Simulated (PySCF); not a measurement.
```xyz
12

B    -1.5917   -1.0158   -0.0689
C    -0.6175    0.0458   -0.6158
C    -0.2226    1.2508    0.2605
C     0.7235    0.1844    0.0065
C     1.8996   -0.3602    0.1565
F     2.8736    0.2352    0.8849
H    -2.2953   -1.5989   -0.7968
H    -1.6273   -1.2300    1.0795
H    -0.6231    0.2578   -1.6812
H    -0.0813    2.2035   -0.2299
H    -0.6654    1.3250    1.2431
H     2.2286   -1.2984   -0.2644
```

Geometry: GFN2-xTB.

Computed with PySCF, PBE0/pcSseg-1, SCF density, gas phase, non-relativistic.

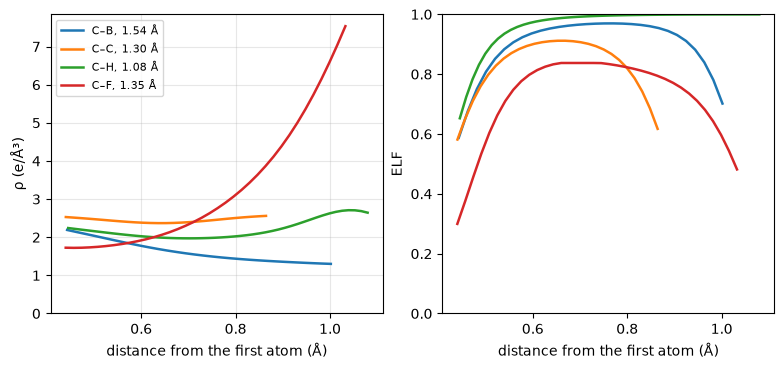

C4H6BF (SMILES B[C@H]1C/C1=C\F). Total electron density and ELF along straight lines between neighbouring atoms. The curves leave out the atomic cores.

Question: Compare the contacts.

Answer: C–B (1.54 Å): the density is about 1.5 e/Å³ at the midpoint; the ELF peaks at about 0.95 between the atoms: localised, covalent bonding.
C–C (1.30 Å): the density is about 2.4 e/Å³ at the midpoint; the ELF peaks at about 0.90 between the atoms; a short, multiple covalent bond.
C–H (1.08 Å): ρ at the midpoint is about 2.1 e/Å³; the ELF climbs to about 1 towards the hydrogen, as it does in any bond to H; an ordinary covalent bond to hydrogen.
C–F (1.35 Å): ρ at the midpoint is about 2.2 e/Å³, with its minimum of 1.7 e/Å³ about 0.5 Å from C; the ELF peaks at about 0.85 between the atoms, as expected for a polar covalent bond.
